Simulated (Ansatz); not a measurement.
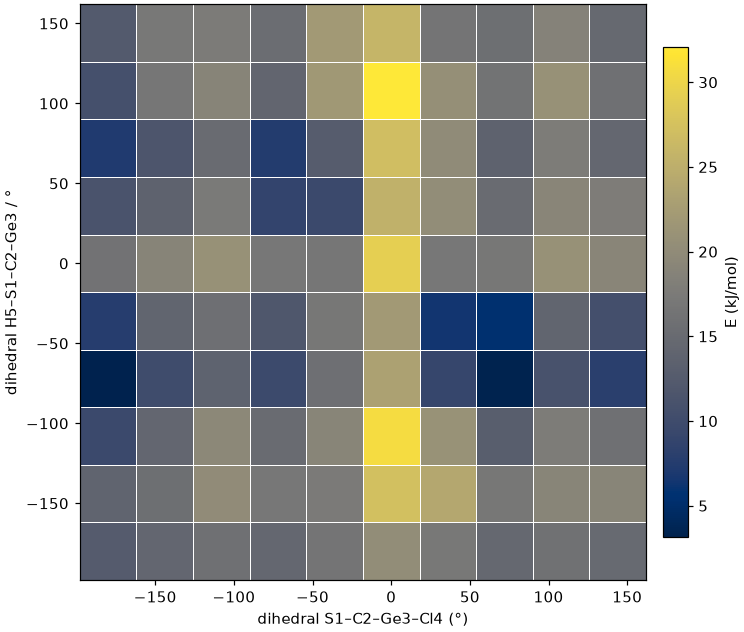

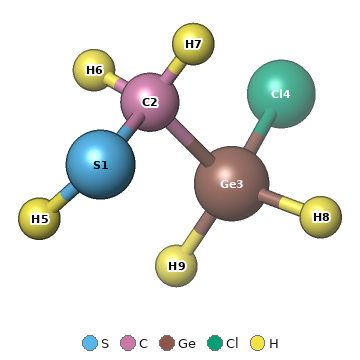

Energy landscape of CH₅ClGeS, SMILES S[CH2][GeH2][Cl]. First axis: dihedral S1–C2–Ge3–Cl4. Second axis: dihedral H5–S1–C2–Ge3. Nothing is relaxed (all other coordinates rigid). The scan uses a 10 × 10 grid. Points are written as (first, second). Energies: kJ/mol, counted from the relaxed molecule at the same level. Energies and slopes of some neighbouring points disagree (a jump in structure or state, or too coarse a mesh). The calculation used RKS PBE0-D4/def2-SVP in Ansatz 0.2.0.

Drawn: one coloured cell a grid point. The second picture is the structure at the lowest point.

**Describe this landscape.**

The lowest grid point is at (−180°, −72°), 3.2 kJ/mol from the relaxed molecule at the same level. Other grid points that lie below all their neighbours: (72°, −72°) (0.17 kJ/mol higher); (−180°, 72°) (4.1 kJ/mol higher); (−72°, 72°) (4.2 kJ/mol higher). The highest grid point, (0°, 108°), lies 28.9 kJ/mol above the lowest.

The values on the grid:

```tsv
dihedral H5–S1–C2–Ge3 ↓, dihedral S1–C2–Ge3–Cl4 →	−180	−144	−108	−72	−36	0	36	72	108	144
144	12.3	17.1	17.5	15.2	22.1	26.0	16.5	15.6	18.7	14.7
108	10.6	16.7	18.9	14.2	21.8	32.1	20.6	16.3	20.8	15.9
72	7.2	11.6	15.1	7.4	12.7	27.0	20.0	13.6	17.6	14.4
36	11.2	13.6	17.3	8.8	9.5	25.3	20.3	15.1	19.1	17.7
0	16.2	18.9	20.8	17.0	16.7	29.2	17.0	16.9	20.8	19.1
−36	7.7	14.0	15.8	11.8	16.8	22.0	6.3	5.4	14.0	10.5
−72	3.2	10.0	13.7	9.7	15.8	23.2	9.1	3.3	11.0	8.0
−108	9.5	14.2	19.5	15.1	19.0	30.7	21.0	13.0	17.6	15.9
−144	13.9	15.7	20.0	17.0	17.4	27.2	24.0	16.9	19.0	19.1
−180	12.5	14.3	15.8	14.4	16.6	20.2	17.1	14.6	16.0	14.9
```

Each point was launched as `ansatz run input.yaml --threads 1 --pin off --max-ram 2560MiB --backend cpu --events-out ev --progress --plain --runs-dir out`. The whole map (100 points run) took 11 min on 1 thread of Arm Neoverse V1 (shared host).
